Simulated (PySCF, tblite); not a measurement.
# C5H14O3Si2: geometry, infrared bands, NMR shifts and electronic excitations, part 2 of 2

tblite 0.8.0 and PySCF 2.14.0. Atoms count from 0. Earlier steps stand in the parts before.

**5. Nuclear shieldings: PBE0/pcSseg-1**

Job settings and geometry (Å):

```
{"job": {"kind": "nmr", "xc": "PBE0", "basis": "pcSseg-1"}, "charge": 0, "multiplicity": 1}
C     -2.185698     1.664903     0.629281
Si    -1.418131     0.056161     0.083476
C     -0.545490     0.218780    -1.569707
C     -2.686862    -1.322700     0.001775
O     -0.302567    -0.320530     1.293781
C      0.679975    -1.283413     1.189063
C      1.968072    -0.824524     0.533256
O      2.836702    -1.589754     0.192232
O      2.078155     0.492682     0.383036
Si     3.523070     1.060110    -0.359479
H     -2.646001     1.555276     1.623316
H     -2.965449     1.994226    -0.075087
H     -1.421333     2.454202     0.694352
H     -1.277021     0.399275    -2.373657
H      0.008048    -0.697385    -1.832404
H      0.168345     1.055743    -1.558354
H     -3.178019    -1.457325     0.978106
H     -2.223821    -2.282288    -0.278936
H     -3.466448    -1.101207    -0.744558
H      0.367378    -2.194208     0.642046
H      0.968672    -1.628558     2.199175
H      4.703784     0.718654     0.475076
H      3.314366     2.531542    -0.393951
H      3.635210     0.518133    -1.739080
```

Level: GIAO PBE0/pcSseg-1 NMR shielding, non-relativistic, gas phase.

Standard output:

```text
coarse grid: 20616 points
cycle   1  E = -1002.5846689809  dE =  1.090e+00  |g| = 1.181e+00  |ddm| = 4.317e+00
cycle   2  E = -1002.1889856270  dE =  3.957e-01  |g| = 1.891e+00  |ddm| = 2.186e+00
cycle   3  E = -1002.8346449107  dE = -6.457e-01  |g| = 2.818e-01  |ddm| = 1.463e+00
cycle   4  E = -1002.8485467551  dE = -1.390e-02  |g| = 1.032e-01  |ddm| = 2.438e-01
cycle   5  E = -1002.8501352421  dE = -1.588e-03  |g| = 3.788e-02  |ddm| = 8.314e-02
cycle   6  E = -1002.8504301552  dE = -2.949e-04  |g| = 4.831e-03  |ddm| = 2.875e-02
cycle   7  E = -1002.8504341535  dE = -3.998e-06  |g| = 1.829e-03  |ddm| = 4.320e-03
final grid: 188728 points
cycle   8  E = -1002.9380919561  dE = -2.115e-05  |g| = 1.533e-02  |ddm| = 2.540e-02
cycle   9  E = -1002.9380333505  dE =  5.861e-05  |g| = 2.370e-02  |ddm| = 2.463e-02
cycle  10  E = -1002.9381349939  dE = -1.016e-04  |g| = 2.671e-03  |ddm| = 1.545e-02
cycle  11  E = -1002.9381363287  dE = -1.335e-06  |g| = 5.589e-04  |ddm| = 1.854e-03
cycle  12  E = -1002.9381363799  dE = -5.121e-08  |g| = 1.866e-04  |ddm| = 5.455e-04
cycle  13  E = -1002.9381363868  dE = -6.904e-09  |g| = 2.298e-05  |ddm| = 1.549e-04
cycle  14  E = -1002.9381363869  dE = -8.549e-11  |g| = 8.669e-06  |ddm| = 2.414e-05
converged SCF energy = -1002.9381363869

GIAO shielding tensors (ppm)
atom      isotropic    diamagn.    paramagn.     s11        s22        s33       span
  0 C      184.590     256.822     -72.232    177.547    184.639    191.586     14.039
  1 Si     324.973     883.357    -558.384    302.815    318.847    353.256     50.441
  2 C      185.527     260.598     -75.070    178.284    185.493    192.804     14.520
  3 C      186.226     256.329     -70.103    176.132    186.679    195.867     19.735
  4 O      298.768     402.631    -103.863    264.611    292.157    339.536     74.925
  5 C      120.505     243.340    -122.836     95.231    109.516    156.767     61.536
  6 C        3.225     254.019    -250.794    -90.309     25.060     74.924    165.234
  7 O     -102.040     401.095    -503.134   -331.203   -250.004    275.087    606.290
  8 O      132.296     401.204    -268.908    -26.935    201.142    222.682    249.617
  9 Si     384.782     878.799    -494.017    351.183    352.647    450.516     99.333
 10 H       30.881      30.463       0.417     26.745     28.266     37.630     10.885
 11 H       31.431      30.121       1.311     27.413     28.562     38.319     10.907
 12 H       30.846      33.279      -2.434     26.105     29.179     37.252     11.147
 13 H       31.493      32.385      -0.892     27.168     28.720     38.592     11.424
 14 H       31.207      35.748      -4.541     27.790     29.647     36.184      8.394
 15 H       31.063      36.290      -5.226     26.609     29.119     37.461     10.852
 16 H       31.195      29.885       1.310     27.077     28.250     38.258     11.181
 17 H       30.932      32.295      -1.363     26.240     29.646     36.909     10.668
 18 H       31.503      29.813       1.690     27.393     28.777     38.339     10.947
 19 H       27.207      31.376      -4.169     22.492     26.966     32.163      9.672
 20 H       26.944      27.689      -0.744     22.226     26.228     32.378     10.152
 21 H       26.320      27.146      -0.826     22.911     24.339     31.711      8.800
 22 H       26.685      29.345      -2.660     23.315     25.723     31.016      7.701
 23 H       26.338      29.072      -2.733     23.102     25.097     30.815      7.713
```

Wall time 73 s (1 thread of Arm Neoverse V2, shared host); peak memory 1.3 GiB.

Shifts follow as δ = σ(reference) − σ, with reference shieldings (ppm) from runs at the same level and on the same kind of geometry: 1H TMS 31.27, 13C TMS 184.4, 29Si TMS 352.0, 17O H2O 334.6. The references are single molecules in the gas phase, so shifts against H2O, NH3, PH3, H3PO4 or CFCl3 are not on the usual liquid scales and can be off by tens of ppm. Atoms listed in one row are averaged.

```
                             atoms                                          environment  σ (ppm)  δ (ppm)  δ scaled to CDCl3
                                C6                                      carbonyl carbon      3.2    181.2              175.4
                                C5                 sp3 CH2 bonded to O, α to a carbonyl    120.5     63.9               61.5
                        C0, C2, C3                           methyl carbon bonded to Si    185.4     -1.0               -1.5
                     H21, H22, H23                    hydrogen on a silicon bonded to O    26.45     4.82                  –
                          H19, H20  hydrogen on an sp3 CH2 bonded to O, α to a carbonyl    27.08     4.19               4.19
H10, H11, H12, H13, H14 and 4 more             hydrogen on a methyl carbon bonded to Si    31.17     0.09               0.31
                               Si1                             silicon bonded to 3 C, O    325.0     27.0                  –
                               Si9                             silicon bonded to O, 3 H    384.8    -32.8                  –
                                O7                                      carbonyl oxygen   -102.0    436.6                  –
                                O8                               oxygen bonded to C, Si    132.3    202.3                  –
                                O4                               oxygen bonded to C, Si    298.8     35.8                  –
```

The scaled column applies a straight-line fit of computed shieldings to shifts measured in CDCl3 (root-mean-square error 0.21 ppm for H, 2.0 ppm for C).

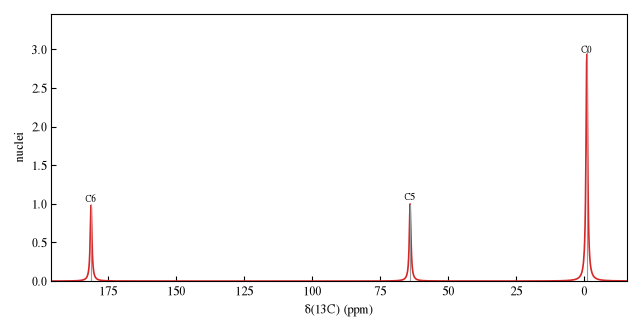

13C lines at the computed shifts, without couplings. Lines are broadened to a width of 0.73 ppm (Lorentzian).

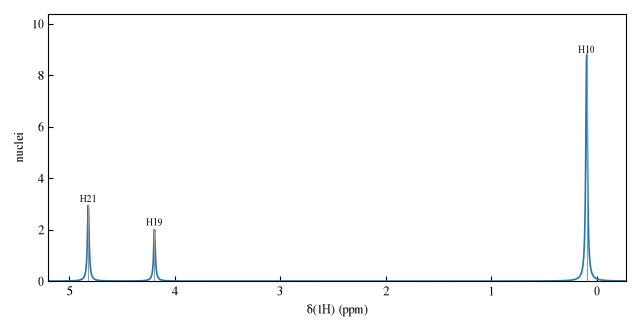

1H lines at the computed shifts, without couplings. Lines are broadened to a width of 0.02 ppm (Lorentzian).

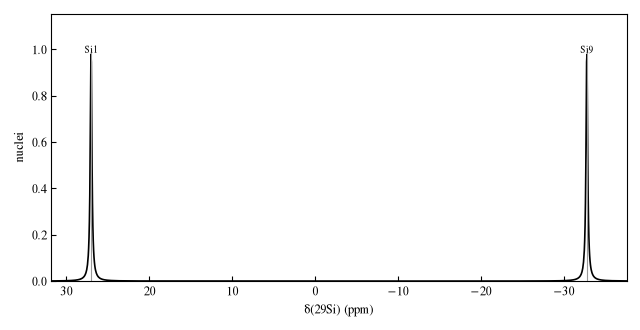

29Si lines at the computed shifts, without couplings. Lines are broadened to a width of 0.24 ppm (Lorentzian).

Charges from the same density, by scheme (e):

```
     atoms  Mulliken    IAO  Hirshfeld  ESP fit
C0, C2, C3     -0.65  -0.74      -0.22    -0.83
       Si1      1.06   1.29       0.45     1.23
        O4     -0.64  -0.62      -0.23    -0.55
        C5      0.11  -0.09       0.00    -0.07
        C6      0.43   0.51       0.21     0.73
        O7     -0.42  -0.47      -0.26    -0.56
        O8     -0.58  -0.56      -0.18    -0.43
       Si9      0.65   0.81       0.39     0.53
```

Hirshfeld charges:

C0 -0.21; Si1 0.45; C2 -0.22; C3 -0.22; O4 -0.23; C5 0.00; C6 0.21; O7 -0.26; O8 -0.18; Si9 0.39; H10 0.05; H11 0.04; H12 0.05; H13 0.04; H14 0.04; H15 0.04; H16 0.04; H17 0.04; H18 0.04; H19 0.05; H20 0.06; H21 -0.07; H22 -0.07; H23 -0.07

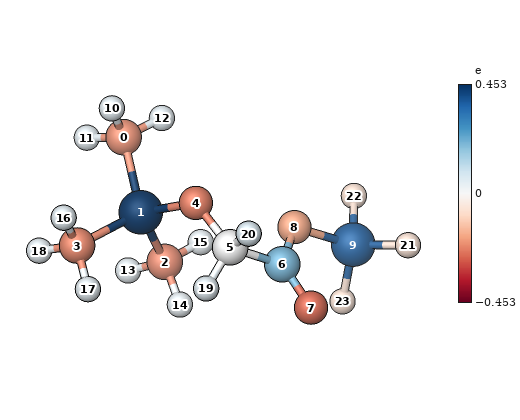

Hirshfeld charges, as colours on the atoms.

Mayer bond orders: C0–Si1 0.98, Si1–C2 0.96, Si1–C3 0.96, Si1–O4 0.88, O4–C5 0.96, C5–C6 0.94, C6–O7 1.90, C6–O8 1.09, O8–Si9 0.80.

The fields below are evaluated on a grid from the run's orbitals.

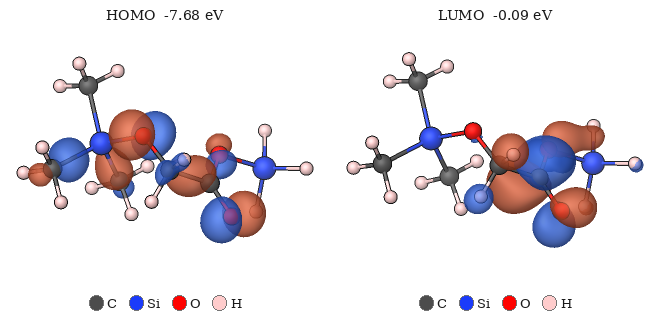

Frontier orbitals at PBE0/pcSseg-1; each surface holds 70 % of the orbital's density, blue and red mark the sign.

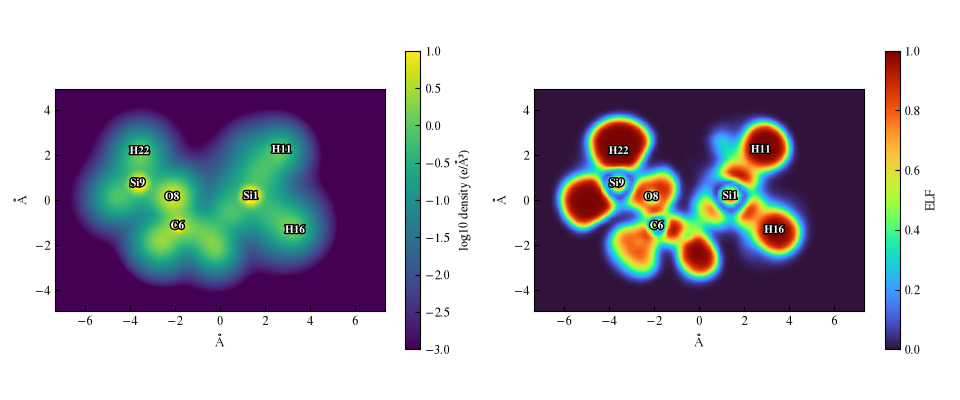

Density (left) and ELF (right) in a plane through or near 7 of the atoms.

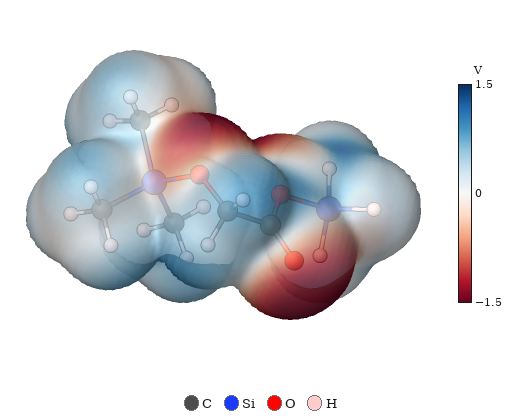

Electrostatic potential on the surface of density 0.002 e/bohr³; red is low, blue high. It runs from -1.50 V near O7 to 1.17 V near H23.

**6. Excited states and response: CAM-B3LYP/def2-SVPD**

Same as in step 5 but for these lines:

```diff
@@ -1,2 +1,2 @@
-{"job": {"kind": "nmr", "xc": "PBE0", "basis": "pcSseg-1"}, "charge": 0, "multiplicity": 1}
+{"job": {"kind": "uv", "xc": "CAM-B3LYP", "basis": "def2-SVPD", "ip": true}, "charge": 0, "multiplicity": 1}
 C     -2.185698     1.664903     0.629281
```

Level: TDDFT CAM-B3LYP/def2-SVPD, vertical, gas phase, core orbitals frozen in the response.

Standard output:

```text
coarse grid: 20616 points
cycle   1  E = -1002.6456413456  dE =  1.187e+00  |g| = 1.174e+00  |ddm| = 7.701e+00
cycle   2  E = -1002.4365736293  dE =  2.091e-01  |g| = 1.638e+00  |ddm| = 3.666e+00
cycle   3  E = -1002.9129103299  dE = -4.763e-01  |g| = 1.680e-01  |ddm| = 2.037e+00
cycle   4  E = -1002.9171604520  dE = -4.250e-03  |g| = 9.298e-02  |ddm| = 2.934e-01
cycle   5  E = -1002.9186474324  dE = -1.487e-03  |g| = 2.292e-02  |ddm| = 1.206e-01
cycle   6  E = -1002.9187607039  dE = -1.133e-04  |g| = 4.438e-03  |ddm| = 3.881e-02
cycle   7  E = -1002.9187654490  dE = -4.745e-06  |g| = 1.422e-03  |ddm| = 1.162e-02
final grid: 188728 points
cycle   8  E = -1003.0849963031  dE = -3.837e-05  |g| = 4.197e-03  |ddm| = 1.074e-01
cycle   9  E = -1003.0849958933  dE =  4.098e-07  |g| = 4.741e-03  |ddm| = 1.796e-02
cycle  10  E = -1003.0850004418  dE = -4.549e-06  |g| = 8.135e-04  |ddm| = 6.814e-03
cycle  11  E = -1003.0850005603  dE = -1.184e-07  |g| = 2.415e-04  |ddm| = 1.187e-03
cycle  12  E = -1003.0850005701  dE = -9.847e-09  |g| = 1.198e-04  |ddm| = 5.819e-04
cycle  13  E = -1003.0850005729  dE = -2.795e-09  |g| = 1.355e-05  |ddm| = 1.501e-04
cycle  14  E = -1003.0850005730  dE = -7.117e-11  |g| = 4.296e-06  |ddm| = 4.931e-05
converged SCF energy = -1003.0850005730

Static polarisability (au): isotropic 119.221, principal 105.304 120.011 132.348

Singlet excitations
state   eV       nm        f      main configurations
  1   5.7548    215.4   0.00073   H->L+1 0.59, H-2->L+1 0.24
  2   7.2771    170.4   0.00412   H->L 0.81
  3   7.5143    165.0   0.00044   H->L+1 0.30, H-5->L+1 0.27, H-2->L+1 0.20
  4   7.7283    160.4   0.06565   H-1->L+1 0.22, H-3->L+1 0.19, H->L+2 0.12
  5   7.8103    158.7   0.01192   H-1->L+1 0.28, H->L+3 0.17, H-2->L 0.09
  6   7.9881    155.2   0.04328   H-1->L 0.43, H-2->L 0.16, H-1->L+2 0.09
  7   8.1075    152.9   0.00394   H-4->L 0.37, H-3->L 0.23, H-4->L+2 0.14
  8   8.1645    151.9   0.08055   H-4->L+1 0.19, H->L+3 0.13, H-2->L 0.11
  9   8.2356    150.5   0.00940   H->L+4 0.35, H->L+3 0.13
 10   8.3224    149.0   0.03077   H->L+2 0.30, H-4->L+1 0.14, H-6->L 0.11

Triplet excitations (Tamm-Dancoff, eV): 5.2750 6.1502 7.1459 7.2233
Vertical ionisation energy (delta-SCF) = 9.7896 eV
```

Run time: 13 min. Hardware: 1 thread of Arm Neoverse V2, shared host; peak memory 1.9 GiB.

The orbitals next to the gap, with their largest atomic shares:

```
orbital      eV                         atoms
 HOMO−3  -10.54     O7 19 %, O4 16 %, C0 13 %
 HOMO−2  -10.10    O7 28 %, C2 21 %, Si1 12 %
 HOMO−1   -9.78    O4 26 %, C0 16 %, Si1 13 %
   HOMO   -9.16      O4 32 %, O7 21 %, C3 8 %
   LUMO    0.78    Si9 20 %, Si1 7 %, H23 7 %
 LUMO+1    0.93     C6 33 %, O7 24 %, O8 12 %
 LUMO+2    1.15  Si9 42 %, H23 10 %, H22 10 %
```

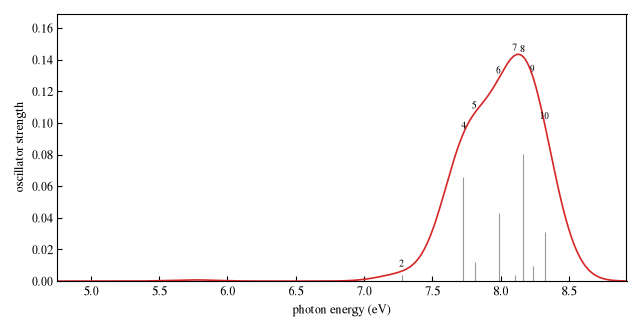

Absorption spectrum from the 10 singlet states computed; above the last one it falls off for lack of states. Lines are broadened to a width of 0.40 eV (Gaussian).

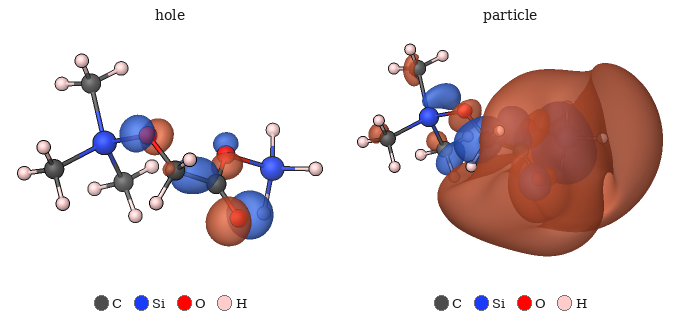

Leading natural transition orbitals of singlet state 8: the electron leaves the hole (left) for the particle orbital (right).

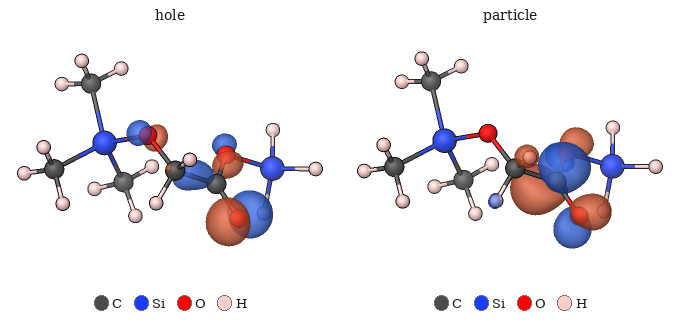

Leading natural transition orbitals of singlet state 1: the electron leaves the hole (left) for the particle orbital (right).

Further results of this job:

```
           property  computed
  dipole moment (D)      1.88
polarisability (Å³)     17.67
 HOMO–LUMO gap (eV)      9.95
      −ε(HOMO) (eV)      9.16
```

**7. Shielding tensors: CAM-B3LYP/pcSseg-1**

Same as in step 6 but for these lines:

```diff
@@ -1,2 +1,2 @@
-{"job": {"kind": "uv", "xc": "CAM-B3LYP", "basis": "def2-SVPD", "ip": true}, "charge": 0, "multiplicity": 1}
+{"job": {"kind": "nmr", "xc": "CAM-B3LYP", "basis": "pcSseg-1", "pop": false}, "charge": 0, "multiplicity": 1}
 C     -2.185698     1.664903     0.629281
```

Level: GIAO CAM-B3LYP/pcSseg-1 NMR shielding, non-relativistic, gas phase.

Standard output:

```text
coarse grid: 20616 points
cycle   1  E = -1003.1135731049  dE =  1.250e+00  |g| = 1.234e+00  |ddm| = 4.258e+00
cycle   2  E = -1002.9037876163  dE =  2.098e-01  |g| = 1.700e+00  |ddm| = 1.855e+00
cycle   3  E = -1003.3914824098  dE = -4.877e-01  |g| = 1.782e-01  |ddm| = 1.101e+00
cycle   4  E = -1003.3960877013  dE = -4.605e-03  |g| = 9.629e-02  |ddm| = 1.621e-01
cycle   5  E = -1003.3975682734  dE = -1.481e-03  |g| = 2.395e-02  |ddm| = 6.679e-02
cycle   6  E = -1003.3976824387  dE = -1.142e-04  |g| = 4.565e-03  |ddm| = 1.800e-02
cycle   7  E = -1003.3976872008  dE = -4.762e-06  |g| = 1.391e-03  |ddm| = 4.875e-03
final grid: 188728 points
cycle   8  E = -1003.5004651421  dE = -3.084e-05  |g| = 5.163e-03  |ddm| = 1.504e-02
cycle   9  E = -1003.5004643094  dE =  8.328e-07  |g| = 5.814e-03  |ddm| = 6.875e-03
cycle  10  E = -1003.5004707458  dE = -6.436e-06  |g| = 9.406e-04  |ddm| = 3.716e-03
cycle  11  E = -1003.5004708940  dE = -1.482e-07  |g| = 2.232e-04  |ddm| = 6.433e-04
cycle  12  E = -1003.5004709010  dE = -7.090e-09  |g| = 1.292e-04  |ddm| = 2.346e-04
cycle  13  E = -1003.5004709040  dE = -2.999e-09  |g| = 2.118e-05  |ddm| = 1.073e-04
cycle  14  E = -1003.5004709042  dE = -1.060e-10  |g| = 4.804e-06  |ddm| = 2.316e-05
converged SCF energy = -1003.5004709042

GIAO shielding tensors (ppm)
atom      isotropic    diamagn.    paramagn.     s11        s22        s33       span
  0 C      182.633     255.511     -72.878    175.526    182.507    189.867     14.342
  1 Si     317.420     883.038    -565.618    295.833    311.484    344.944     49.111
  2 C      183.533     259.628     -76.095    176.206    183.537    190.857     14.651
  3 C      184.298     255.102     -70.803    174.061    184.755    194.080     20.019
  4 O      301.131     403.699    -102.567    267.216    293.911    342.266     75.049
  5 C      117.960     243.010    -125.050     92.090    107.254    154.534     62.444
  6 C       -2.740     254.073    -256.812    -99.613     19.322     72.072    171.686
  7 O     -104.446     402.252    -506.698   -339.738   -254.147    280.548    620.286
  8 O      135.539     402.183    -266.644    -25.192    204.900    226.908    252.101
  9 Si     378.858     878.410    -499.551    345.091    346.841    444.642     99.550
 10 H       30.953      30.404       0.548     26.885     28.395     37.578     10.693
 11 H       31.497      30.044       1.453     27.564     28.659     38.270     10.706
 12 H       30.917      33.309      -2.393     26.247     29.295     37.209     10.962
 13 H       31.554      32.331      -0.777     27.314     28.822     38.526     11.213
 14 H       31.290      35.919      -4.629     27.924     29.787     36.159      8.235
 15 H       31.124      36.422      -5.298     26.729     29.234     37.408     10.679
 16 H       31.261      29.842       1.419     27.214     28.364     38.204     10.990
 17 H       31.013      32.417      -1.403     26.403     29.758     36.879     10.476
 18 H       31.559      29.756       1.802     27.531     28.876     38.270     10.739
 19 H       27.295      31.604      -4.309     22.591     27.071     32.224      9.633
 20 H       27.023      27.691      -0.668     22.297     26.344     32.429     10.133
 21 H       26.468      27.220      -0.752     23.103     24.484     31.817      8.714
 22 H       26.809      29.435      -2.626     23.427     25.831     31.171      7.744
 23 H       26.487      29.246      -2.759     23.294     25.246     30.920      7.626
```

It took 83 s on 1 thread of Arm Neoverse V2, shared host; peak memory 1.7 GiB.

In short: δ C6 185.2, C5 64.5, C0 -1.0, Si1 26.0, H21 4.74, H19 4.17 ppm (means over like atoms).

**8. Side by side: NMR shifts**

Shifts (ppm) of some atoms, chosen among heavy atoms and hydrogens apart, means over like atoms, with basis size and wall time:

```
               run     C6   H21   H19   Si1    Si9     O7    O4  functions  time
     PBE0/pcSseg-1  181.2  4.82  4.19  27.0  -32.8  436.6  35.8        254  73 s
CAM-B3LYP/pcSseg-1  185.2  4.74  4.17  26.0  -35.4  443.0  37.4        254  83 s
```

**9. Outcome**

This closing draws on all 2 parts.

| quantity | value |
| --- | --- |
| strongest single infrared mode (GFN2-xTB) | 1253 cm⁻¹, 478 km/mol |
| zero-point energy (GFN2-xTB) | 112.7 kcal/mol |
| point group | C1 |
| rotational constants (main isotopes) | 1.67, 0.54, 0.48 GHz |
| 13C shifts against TMS (PBE0/pcSseg-1, means over atoms taken as alike) | 181.2, 63.9, -1.0 ppm |
| 1H shifts against TMS (PBE0/pcSseg-1, means over atoms taken as alike) | 4.82, 4.19, 0.09 ppm |
| 29Si shifts against TMS (PBE0/pcSseg-1) | 27.0, -32.8 ppm |
| 17O shifts against H2O (PBE0/pcSseg-1) | 436.6, 202.3, 35.8 ppm |
| potential on the surface of density 0.002 e/bohr³, 1st and 99th percentile | -1.50 V and 1.17 V |
| lowest singlet (CAM-B3LYP/def2-SVPD) | 5.75 eV (215 nm), f = 0.001 |
| brightest single state of those computed | state 8, 8.16 eV, f = 0.081 |
| lowest triplet | 5.28 eV |
| vertical ionisation energy (ΔSCF) | 9.79 eV |
| range of the shift of O7 | 436.6 to 443.0 ppm |

In words: Over 177 steps the energy fell by 1.155 eV; of the close pairs, O8–Si9 changed most, 1.744 to 1.661 Å (GFN2-xTB). The lowest mode is slightly imaginary (18i cm⁻¹), a soft motion within the noise of the Hessian, so the minimum is not strictly shown. The strongest single mode, at 1253 cm⁻¹, moves mainly C6. GFN2-xTB is a fitted tight-binding method: band positions and strengths are rough. Its intensities can rank the bands wrongly. The start of the PBE0/def2-SVP relaxation was shaken at random by about 0.01 Å, so part of the energy gained, and of the first lengths quoted, undoes that. Over 27 steps the energy fell by 0.359 eV; of the close pairs, O8–Si9 changed most, 1.656 to 1.721 Å (PBE0/def2-SVP). No frequency check was run at this level, so the end point may be a saddle. At PBE0/pcSseg-1: The widest tensor belongs to O7: span 606 ppm, with a paramagnetic part of -503 ppm. The first singlet state (HOMO→LUMO+1 0.59, HOMO−2→LUMO+1 0.24) lies at 5.75 eV and is dark; of the 10 states computed, the strongest absorption comes from state 8 at 8.16 eV. The lowest triplet lies 0.48 eV below the lowest singlet (triplets in Tamm-Dancoff, singlets in full TDDFT). The orbital energy would give 9.16 eV for ionisation, ΔSCF gives 9.79 eV. Across the 2 runs the shift of O7 moves most, between 436.6 (PBE0/pcSseg-1) and 443.0 ppm (CAM-B3LYP/pcSseg-1). Part of that comes from the computed reference. These values are for one conformer; the search (at its own cheap level) found 2 more, at 0.72, 0.75 kcal/mol, and measured spectra average over such forms.
